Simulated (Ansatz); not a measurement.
# Decaying states in the gap of MgIF, part 2 of 3

A new crystal, MgIF: structure, gap and complex bands. It is built by putting F for part of the I in the MgI2 structure of space group P-3m1, with the volume rescaled by atomic radii. The parent structure comes from the Materials Project.

Ansatz 0.2.0; PBEsol DFT, plane waves, PAW files (the session's first sound run).

So far. Step 2 (Relaxing the new crystal): The largest force component on a free atom ends at 0.0021 eV/Å.

The structure was built from a prototype and need not be the compound's stable phase.

## (3) The bulk crystal and its band edges

The energy window and the wavevectors of the next steps follow from the band edges, so these are searched first, off the mesh as well.

Input file input.yaml:

```yaml
crystal:
  lattice:
    - [3.6948523175, 0.0, 0.0]
    - [-1.8474261587, 3.1998359702, 0.0]
    - [0.0, 0.0, 5.2517074804]
  atoms:
    - { symbol: Mg, position: [0.0, 0.0, -0.0858871805] }
    - { symbol: I, position: [0.3333333333, 0.6666666667, 0.2806157411] }
    - { symbol: F, position: [0.6666666667, 0.3333333333, 0.8052714394] }
kpoints:
  mp_grid: { grid: [8, 8, 4] }
  band_path: { path: [VBM, CBM], npoints: 30 }
scf:
  occupations: { method: fixed }
hamiltonian:
  xc: pbesol
output:
  eigenvalues: true
  write_potential: true
  write_density: true
  volumetric_format: npy
```

Command:

```sh
ansatz run input.yaml --threads 2 --pin off --max-ram 4096MiB --backend cpu --events-out ev --progress --plain --runs-dir out
```

Numbers of over 12 decimals in the logs are rounded to 6 here.

What it wrote:

```text
[...]
Crystal: 3 atoms, lattice volume = 62.091 Å³
Basis set: ecut = 420 eV, 1241 PW (Γ)
Bands: 21, of which v1, the nominal top of the filled ones, is band 17 counted from 1 (16 counted from 0)
Symmetry: 6 space group operations
[...]
k-points: 35 of 256 (time reversal used)
[...]
SCF iter   1: F=—  HF=-10147.819344 eV  |F-HF|=—  |Δ(HF+E_count)|=         —  Δρ=8.42e-3  dr2=2.83e-2  ethr=1.77e-3  ⟨swp⟩=5.0  Hψ=3158  notcnv=0  defer=69
[...]
SCF iter   6: F=-10147.811897 eV  HF=-10147.811897 eV  |F-HF|=1.85e-8  |Δ(HF+E_count)|=   5.31e-7  Δρ=9.69e-6  dr2=7.52e-8  ethr=2.94e-10  ⟨swp⟩=7.6  Hψ=3267  notcnv=0
SCF 1 converged in 6 iterations: F = -10147.811897 eV  dr2 = 7.52e-8
[...]
NSCF: frozen V_eff on 34 k-points
[...]
SCF converged after 6 iterations
Free energy (F): -10147.811897 eV
[...]
Internal energy: -10147.811897 eV  (E = F + TS)
E sigma→0 (E₀):  -10147.811897 eV
Fermi energy:    7.360773 eV
[...]
--- Band table (eV; the first three rows and the last of 35) ---
  k-point 0: bands = [... 13 lower, 1.6959, 4.7929, 7.3408, 7.3408, 8.1001, 12.8157, 15.2550, 15.2550]
  k-point 1: bands = [... 13 lower, 1.6999, 3.9345, 7.3507, 7.3507, 9.4012, 12.9226, 15.2020, 15.2020]
  k-point 2: bands = [... 13 lower, 2.1451, 3.0314, 7.3608, 7.3608, 11.0671, 12.8983, 14.2664, 15.1678]
  k-point 34: bands = [... 13 lower, 1.7283, 3.4752, 4.7494, 5.1542, 10.4406, 12.5764, 14.7169, 14.9936]
```

Run time: 5.3 s. Hardware: 2 threads of Intel Xeon Platinum 8488C (Sapphire Rapids), shared host; peak memory 0.41 GiB.

Numbers from this step:

```yaml
free_energy: -10147.8119 eV
fermi_energy: 7.361 eV
gap_on_the_k_mesh: 0.7394 eV
gap_on_path: 0.7394 eV, by band count; negative where bands overlap
direct_gap_on_path: 0.7593 eV
edge_places_on_path: 0, 0.5982 1/A along the path
```

Electronic bands along the path, in eV, zero at the Fermi level (highest filled level under fixed occupations); v1 is the highest filled band, c1 the lowest empty one:

```csv
point,v4,v3,v2,v1,c1,c2,c3,c4
VBM,-5.22,-4.33,0.00,0.00,3.71,5.54,6.91,7.81
CBM,-5.66,-2.57,-0.02,-0.02,0.74,5.45,7.89,7.89
```

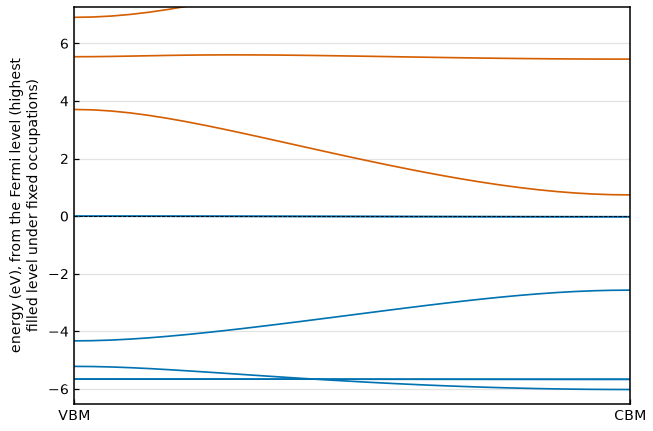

Electronic bands along the path; lines of filled and empty bands in two colours.

The searched edges give 0.739 eV, as on the mesh.

## (4) Decaying states in the gap

This step: PBEsol DFT, plane waves, PAW files; complex bands by layer matching along the plane's normal (Ansatz 0.2.0).

The same crystal is laid in a cell whose first two vectors span the (100) plane (indices of the standard conventional cell, whose axes can be ordered otherwise than in the bulk input). At fixed energy and wavevector in the plane the solver finds all kz, real and complex. A few wavevectors are listed, (0, 0), (0, -0.5) and (0.5, 0) in units of the plane's reciprocal vectors; the slowest state needn't be among them.

Input file input.yaml:

```yaml
crystal:
  lattice:
    - [3.694852318, 0.0, 0.0]
    - [0.0, 5.25170748, 0.0]
    - [1.847426159, 0.0, 3.19983597]
  atoms:
    - { symbol: Mg, position: [0.0, 0.9141128195, 0.0] }
    - { symbol: I, position: [0.3333333333, 0.2806157411, 0.3333333333] }
    - { symbol: F, position: [0.6666666667, 0.8052714394, 0.6666666667] }
kpoints:
  mp_grid: { grid: [8, 4, 8] }
scf:
  occupations: { method: fixed }
hamiltonian:
  xc: pbesol
output:
  eigenvalues: true
  transmission:
    leads: [[0, 0]]
    kpoints: [[0.0, 0.0], [0.0, -0.5], [0.5, 0.0]]
    e_range: [-1.0, 1.74]
    de: 0.05
```

What it wrote:

```text
[...]
Crystal: 3 atoms, lattice volume = 62.091 Å³
Basis set: ecut = 420 eV, 1241 PW (Γ)
Bands: 21, of which v1, the nominal top of the filled ones, is band 17 counted from 1 (16 counted from 0)
Symmetry: 6 space group operations
[...]
k-points: 35 of 256 (time reversal used)
[...]
SCF iter   1: F=—  HF=-10147.819356 eV  |F-HF|=—  |Δ(HF+E_count)|=         —  Δρ=8.42e-3  dr2=2.83e-2  ethr=1.77e-3  ⟨swp⟩=5.0  Hψ=3156  notcnv=0  defer=69
[...]
SCF iter   6: F=-10147.811897 eV  HF=-10147.811897 eV  |F-HF|=4.03e-8  |Δ(HF+E_count)|=   4.80e-7  Δρ=1.03e-5  dr2=7.99e-8  ethr=2.94e-10  ⟨swp⟩=7.6  Hψ=3268  notcnv=0
SCF 1 converged in 6 iterations: F = -10147.811897 eV  dr2 = 7.99e-8
[...]
transmission: 5 of 15 steps passed
transmission: 10 of 15 steps passed
transmission: 15 of 15 steps passed
SCF converged after 6 iterations
Free energy (F): -10147.811897 eV
[...]
Internal energy: -10147.811897 eV  (E = F + TS)
E sigma→0 (E₀):  -10147.811897 eV
Fermi energy:    7.360780 eV
[...]
--- Band table (eV; the first three rows and the last of 35) ---
  k-point 0: bands = [... 13 lower, 1.6959, 4.7929, 7.3408, 7.3408, 8.1002, 12.8157, 15.2550, 15.2550]
  k-point 1: bands = [... 13 lower, 1.6704, 4.8135, 6.2961, 7.1439, 8.5205, 13.4051, 14.7676, 15.7001]
  k-point 2: bands = [... 13 lower, 1.6825, 4.5908, 4.8713, 6.7296, 9.4262, 12.5765, 13.9000, 15.1368]
  k-point 34: bands = [... 13 lower, 1.7283, 3.4752, 4.7494, 5.1542, 10.4407, 12.5764, 14.7169, 14.9936]
--- Transmission ---
  basis      : 173 plane waves across, 5 finite elements along
  points     : 3, as listed
  energies   : 55 from -1.000000 to 1.700000 eV about the Fermi level, 0.050000 eV apart; the leads are filled to 0.369687 eV, and channels, transmission and decay are at 0.350000 eV
  crystal 0  : Mg1I1F1, at the sites [0, 0], period 3.1998 Å: whole cells are its period
    offset         : up to 0.0000 Å between an atom of the period and one for which it stands
    channels       : 0.000000e0 a spin
    conductance    : none, the energies end too early or step too widely for 300 K: set another output.transmission.e_range or a lower de, or, where they end at an eighth of basis.ecutwfc, a higher one
    slowest decay  : 0.1062 /Å at (0.0000, 0.0000)
```

Run time: 24 s. Hardware: 2 threads; peak memory 0.5 GiB; 31 s of CPU time.

Numbers from this step:

```yaml
level_to_which_the_leads_are_filled: 0.3697 eV from the Fermi level
decay_constant_at_the_filling_level_zone_centre: 0.1062 Å⁻¹
decay_constant_at_the_filling_level_slowest_listed_point: 0.1062 Å⁻¹
```

K parallel (0, 0); values up to 1.5 1/Å, a degenerate pair printed once or twice; energies at which all values exceed this have no row. Im kz of the slowest decaying states against energy, zero at the highest filled level on the SCF mesh:

```csv
energy (eV),decay 1 (Å⁻¹),decay 2 (Å⁻¹),decay 3 (Å⁻¹),decay 4 (Å⁻¹)
-1.0000,0.519,0.599,1.07,1.23
-0.7500,0.490,0.600,1.05,1.23
-0.5000,0.457,0.599,1.02,1.23
-0.2500,0.420,0.595,1.000,1.23
0.0000,0.0284,0.0741,0.378,0.588
0.2500,0.0958,0.258,0.329,0.580
0.5000,0.109,0.277,0.340,0.570
0.7500,0.238,0.394,0.559,0.895
1.0000,0.231,0.434,0.545,0.867
1.2500,0.236,0.463,0.530,0.838
1.5000,0.243,0.486,0.513,0.807
```

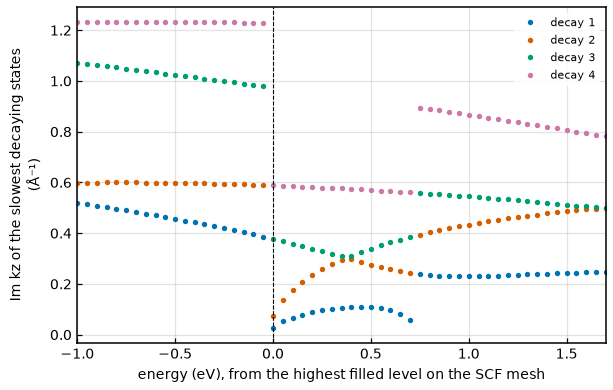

Im kz of the slowest decaying states against energy.

K parallel (0, 0). Table of Re kz of states that move upwards by energy, zero at the highest filled level on the SCF mesh:

```csv
energy (eV),channel 1 (Å⁻¹),channel 2 (Å⁻¹)
-1.00,-0.752,-0.236
-0.85,-0.629,-0.213
-0.70,-0.532,-0.188
-0.50,-0.416,-0.153
-0.35,-0.330,-0.124
-0.20,-0.234,-0.0891
-0.05,-0.0919,-0.0352
0.00,-,-
0.10,-,-
0.25,-,-
0.45,-,-
0.60,-,-
0.75,0.0324,-
0.90,0.138,-
1.05,0.205,-
1.20,0.259,-
1.40,0.322,-
1.55,0.364,-
1.70,0.404,-
```

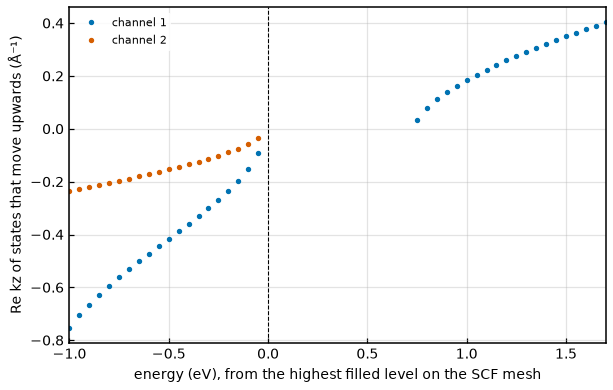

Re kz of states that move upwards, plotted against energy.

K parallel (0, -0.5); values up to 1.5 1/Å, a degenerate pair printed once or twice; energies at which all values exceed this have no row. Im kz of the slowest decaying states against energy, zero at the highest filled level on the SCF mesh:

```csv
energy (eV),decay 1 (Å⁻¹),decay 2 (Å⁻¹),decay 3 (Å⁻¹),decay 4 (Å⁻¹)
-1.0000,0.398,0.936,1.12,1.21
-0.7500,0.411,0.918,1.11,1.21
-0.5000,0.420,0.899,1.10,1.20
-0.2500,0.423,0.880,1.09,1.19
0.0000,0.00146,0.00315,0.421,0.860
0.2500,0.111,0.237,0.416,0.839
0.5000,0.152,0.319,0.406,0.817
0.7500,0.180,0.373,0.393,0.793
1.0000,0.202,0.374,0.412,0.768
1.2500,0.218,0.351,0.442,0.742
1.5000,0.231,0.322,0.465,0.713
```

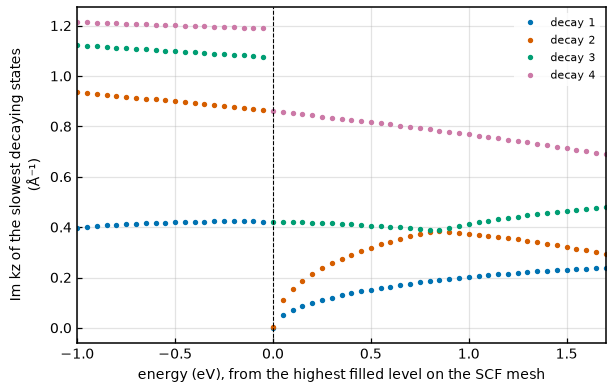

Im kz of the slowest decaying states, plotted against energy.

K parallel (0.5, 0); values up to 1.5 1/Å, a degenerate pair printed once or twice; energies at which all values exceed this have no row. Im kz of the slowest decaying states against energy, zero at the highest filled level on the SCF mesh:

```csv
energy (eV),decay 1 (Å⁻¹),decay 2 (Å⁻¹),decay 3 (Å⁻¹),decay 4 (Å⁻¹)
-1.0000,0.0915,0.803,0.910,-
-0.7500,0.155,0.828,0.916,-
-0.5000,0.193,0.849,0.921,-
-0.2500,0.219,0.869,0.928,-
0.0000,0.239,0.887,0.935,-
0.2500,0.253,0.906,0.945,-
0.5000,0.263,0.927,0.959,-
0.7500,0.270,0.952,0.979,-
1.0000,0.274,0.984,1.01,-
1.2500,0.275,1.04,1.08,1.45
1.5000,0.274,1.15,1.23,1.33
```

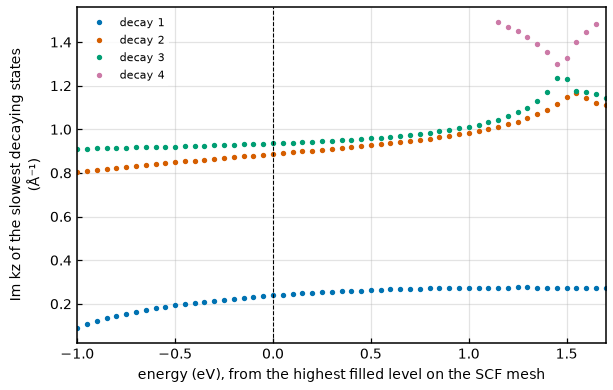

Im kz of the slowest decaying states against energy.

At the listed wavevectors the last open channel is at -0.05 eV and the next at +0.75 eV on the grid. At +0.35 eV, the grid energy nearest the filling level (the middle of the gap on the SCF mesh), the slowest state at the listed wavevectors decays with κ = 0.106 Å⁻¹, its amplitude falling by e over 9.4 Å. Through 1 nm of this crystal that state's transmission falls by exp(−2 × 0.106 Å⁻¹ × 10 Å) = 0.12.

## (5) Decay over the two-dimensional zone

The listed points could miss the slowest state, so one energy near mid-gap is solved on a mesh of 12×8.

input.yaml: that of step 4 with these lines changed.

```diff
@@ -17,6 +17,2 @@
   eigenvalues: true
-  transmission:
-    leads: [[0, 0]]
-    kpoints: [[0.0, 0.0], [0.0, -0.5], [0.5, 0.0]]
-    e_range: [-1.0, 1.74]
-    de: 0.05
+  transmission: { leads: [[0, 0]], kmesh: [12, 8], e_range: [0.37, 0.38], de: 0.05 }
```

What it wrote:

```text
[...]
Crystal: 3 atoms, lattice volume = 62.091 Å³
Basis set: ecut = 420 eV, 1241 PW (Γ)
Bands: 21, of which v1, the nominal top of the filled ones, is band 17 counted from 1 (16 counted from 0)
Symmetry: 6 space group operations
[...]
k-points: 35 of 256 (time reversal used)
[...]
SCF iter   1: F=—  HF=-10147.819356 eV  |F-HF|=—  |Δ(HF+E_count)|=         —  Δρ=8.42e-3  dr2=2.83e-2  ethr=1.77e-3  ⟨swp⟩=5.0  Hψ=3156  notcnv=0  defer=69
[...]
SCF iter   6: F=-10147.811897 eV  HF=-10147.811897 eV  |F-HF|=4.03e-8  |Δ(HF+E_count)|=   4.80e-7  Δρ=1.03e-5  dr2=7.99e-8  ethr=2.94e-10  ⟨swp⟩=7.6  Hψ=3268  notcnv=0
SCF 1 converged in 6 iterations: F = -10147.811897 eV  dr2 = 7.99e-8
[...]
transmission: 30 of 175 steps passed
transmission: 45 of 175 steps passed
[...]
transmission: 175 of 175 steps passed
SCF converged after 6 iterations
Free energy (F): -10147.811897 eV
[...]
Internal energy: -10147.811897 eV  (E = F + TS)
E sigma→0 (E₀):  -10147.811897 eV
Fermi energy:    7.360780 eV
[...]
--- Band table (eV; the first three rows and the last of 35) ---
  k-point 0: bands = [... 13 lower, 1.6959, 4.7929, 7.3408, 7.3408, 8.1002, 12.8157, 15.2550, 15.2550]
  k-point 1: bands = [... 13 lower, 1.6704, 4.8135, 6.2961, 7.1439, 8.5205, 13.4051, 14.7676, 15.7001]
  k-point 2: bands = [... 13 lower, 1.6825, 4.5908, 4.8713, 6.7296, 9.4262, 12.5765, 13.9000, 15.1368]
  k-point 34: bands = [... 13 lower, 1.7283, 3.4752, 4.7494, 5.1542, 10.4407, 12.5764, 14.7169, 14.9936]
--- Transmission ---
  basis      : 173 plane waves across, 5 finite elements along
  points     : 35, standing for a mesh of 12 x 8
  energies   : 1 from 0.370000 to 0.370000 eV about the Fermi level; the leads are filled to 0.369687 eV, and channels, transmission and decay are at 0.370000 eV
  crystal 0  : Mg1I1F1, at the sites [0, 0], period 3.1998 Å: whole cells are its period
[...]
channels       : 0.000000e0 a spin
    conductance    : none, crystal 0 has no channel at the energies, or these end too early or step too widely for 300 K: set another output.transmission.e_range or a lower de, or, where they end at an eighth of basis.ecutwfc, a higher one
    slowest decay  : 0.1075 /Å at (0.0000, 0.0000)
```

Run time: 9.9 s. Hardware: 2 threads; peak memory 0.51 GiB; 19 s of CPU time.

Numbers from this step:

| Quantity | Value |
| --- | --- |
| least decay constant on the mesh | 0.1075 Å⁻¹ |

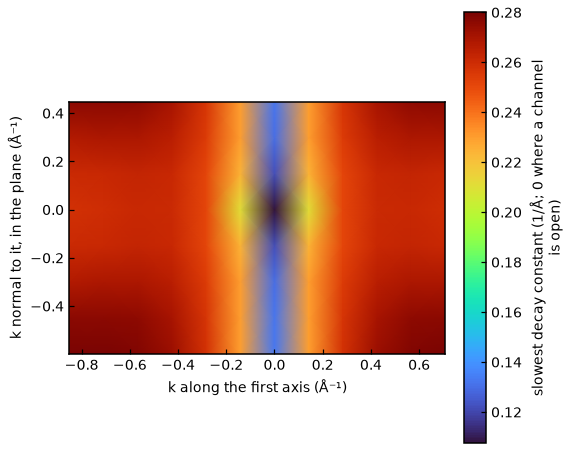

Slowest decay constant (1/Å; 0 where a channel is open) over k1 and k2. At 0.3700 eV from the Fermi level.

The least value on the mesh is 0.107 Å⁻¹ at +0.37 eV. At that energy the listed points give about 0.107 Å⁻¹ by interpolation, so the mesh holds no clearly slower state.

## (6) Band edges at another level

This step: LDA DFT, plane waves, PAW files (Ansatz 0.2.0).

The edges again with LDA, at the same atoms.

Input file input.yaml:

```yaml
crystal:
  lattice:
    - [3.6948523175, 0.0, 0.0]
    - [-1.8474261587, 3.1998359702, 0.0]
    - [0.0, 0.0, 5.2517074804]
  atoms:
    - { symbol: Mg, position: [0.0, 0.0, -0.0858871805] }
    - { symbol: I, position: [0.3333333333, 0.6666666667, 0.2806157411] }
    - { symbol: F, position: [0.6666666667, 0.3333333333, 0.8052714394] }
kpoints:
  mp_grid: { grid: [8, 8, 4] }
  band_path: { path: [VBM, CBM], npoints: 30 }
scf:
  occupations: { method: fixed }
hamiltonian:
  xc: lda
output:
  eigenvalues: true
```

What it wrote:

```text
[...]
Crystal: 3 atoms, lattice volume = 62.091 Å³
Basis set: ecut = 420 eV, 1241 PW (Γ)
Bands: 21, of which v1, the nominal top of the filled ones, is band 17 counted from 1 (16 counted from 0)
Symmetry: 6 space group operations
[...]
k-points: 35 of 256 (time reversal used)
[...]
SCF iter   1: F=—  HF=-10054.317976 eV  |F-HF|=—  |Δ(HF+E_count)|=         —  Δρ=1.18e-2  dr2=5.84e-2  ethr=1.77e-3  ⟨swp⟩=5.0  Hψ=3274  notcnv=0  defer=69
[...]
SCF iter   7: F=-10054.300136 eV  HF=-10054.300136 eV  |F-HF|=6.31e-10  |Δ(HF+E_count)|=   7.57e-9  Δρ=4.31e-6  dr2=1.05e-8  ethr=2.94e-10  ⟨swp⟩=6.1  Hψ=2807  notcnv=0
SCF 1 converged in 7 iterations: F = -10054.300136 eV  dr2 = 1.05e-8
[...]
SCF converged after 7 iterations
Free energy (F): -10054.300136 eV
[...]
Internal energy: -10054.300136 eV  (E = F + TS)
E sigma→0 (E₀):  -10054.300136 eV
Fermi energy:    7.172822 eV
[...]
--- Band table (eV; the first three rows and the last of 35) ---
  k-point 0: bands = [... 13 lower, 1.4011, 4.5849, 7.1512, 7.1512, 7.7447, 12.6046, 15.0165, 15.0165]
  k-point 1: bands = [... 13 lower, 1.4050, 3.7102, 7.1620, 7.1620, 9.0528, 12.7040, 14.9567, 14.9567]
  k-point 2: bands = [... 13 lower, 1.8650, 2.8151, 7.1728, 7.1728, 10.6938, 12.6207, 14.0563, 14.9136]
  k-point 34: bands = [... 13 lower, 1.4614, 3.2891, 4.5587, 4.9661, 10.1069, 12.3031, 14.4170, 14.7035]
```

Run time: 5.2 s. Hardware: 2 threads; peak memory 0.39 GiB; 8.9 s of CPU time.

This step gave:

* free energy: -10054.3001 eV
* Fermi energy: 7.173 eV
* gap on the k-mesh: 0.5719 eV
* gap on path: 0.5719 eV, by band count; negative where bands overlap
* direct gap on path: 0.5935 eV

The electronic bands at the labelled points (eV, zero at the Fermi level (highest filled level under fixed occupations); v1 is the highest filled band, c1 the lowest empty one):

```csv
point,v4,v3,v2,v1,c1,c2,c3,c4
VBM,-5.31,-4.36,0.00,0.00,3.52,5.45,6.88,7.74
CBM,-5.77,-2.59,-0.02,-0.02,0.57,5.43,7.84,7.84
```

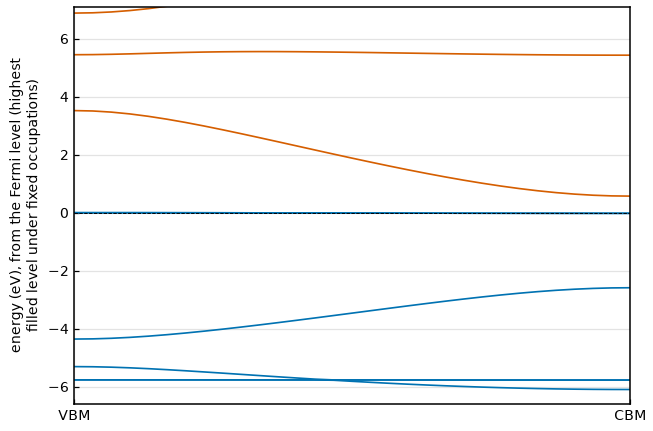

Electronic bands along the path; lines of filled and empty bands in two colours.

The searched edges give 0.572 eV, as on the mesh.

Between step 3 and this run (LDA) the value for the gap on path moves from 0.739 eV to 0.572 eV.

[end of part 2 of 3]

[Logs are printed without paths, hosts, clocks, repeated set-up lines and the standing remarks that a program may print on its own settings, such as how far it seeks lower states.]

[Hosts, paths, dates, database ids (printed as entryN), source tags and the programs' standing remarks are cut or masked in the printed files.]

[New means built here by substitution; the compound itself may be known and measured.]
